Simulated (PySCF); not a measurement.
CH3BF2O2Si, charge +1, doublet, SMILES `[O+]=CO[SiH2]B(F)F`.

PySCF calculation, HF/6-31+G*, gas phase; geometry: GFN2-xTB. No frequency check shows the geometry to be a minimum. GFN2-xTB doesn't know the spin state, so this open-shell geometry is rough.

Geometry (Å), atoms numbered from 1:

```
O1       3.1503   -0.2259    0.0004
C2       2.3666    0.6485    0.0015
O3       1.0138    0.4234    0.0012
Si4      0.0687   -0.8902   -0.0019
B5      -1.8044    0.1539    0.0002
F6      -2.8584   -0.5702    0.0031
F7      -1.8278    1.4306   -0.0021
H8       2.5595    1.7292    0.0029
H9       0.0817   -1.6286    1.2650
H10      0.0820   -1.6219   -1.2736
```

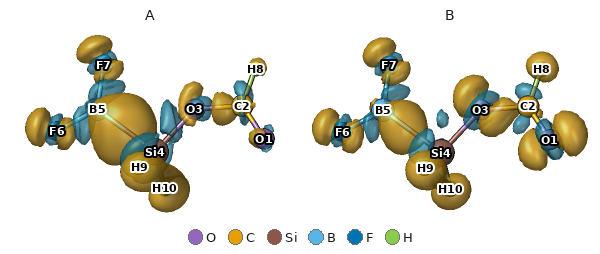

The two Fukui functions at ±0.03 e/Å³ (yellow positive, teal negative).

Which panel is f⁻ (electron removed) and which f⁺ (electron added)?

A is f⁺, B is f⁻. f⁻ (Hirshfeld-condensed) is largest on O1 (0.17), B5 (0.15) and Si4 (0.12); the vertical ionisation energy is 18.70 eV (to the singlet dication, which needn't be its lowest state). f⁺ (Hirshfeld-condensed) is largest on Si4 (0.27) and B5 (0.26); the vertical electron affinity is 9.83 eV (to the singlet neutral species, which needn't be its lowest state).
